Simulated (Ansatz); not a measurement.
**MoP, pressure series**

The reference is MoP (space group P-6m2, No. 187; a = 3.242 Å, c = 3.194 Å).

Cell and atoms are relaxed at each pressure.

Calculations: PBE in Ansatz (plane waves to 420 eV, PAW, no SOC).

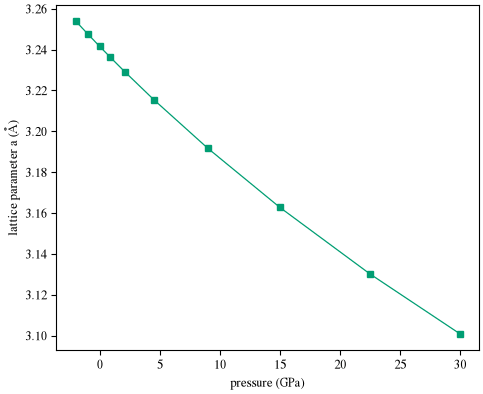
Figure. Lattice parameter a against pressure

**Question.** From the plot, what is the lattice parameter a for pressure 4.5 GPa?

**Answer.** About 3.22 Å.

**Question.** Is the trend monotonic over the range shown?

**Answer.** Yes, it falls throughout, spanning 3.101 Å to 3.254 Å.

Load acts through the strain it causes; cell and atoms are relaxed under it. Stability against distortions was not tested. Competing high-pressure phases were not computed. All final runs are without spin polarisation. An odd electron count without spin: MoP.

Ansatz is an electronic-structure program.
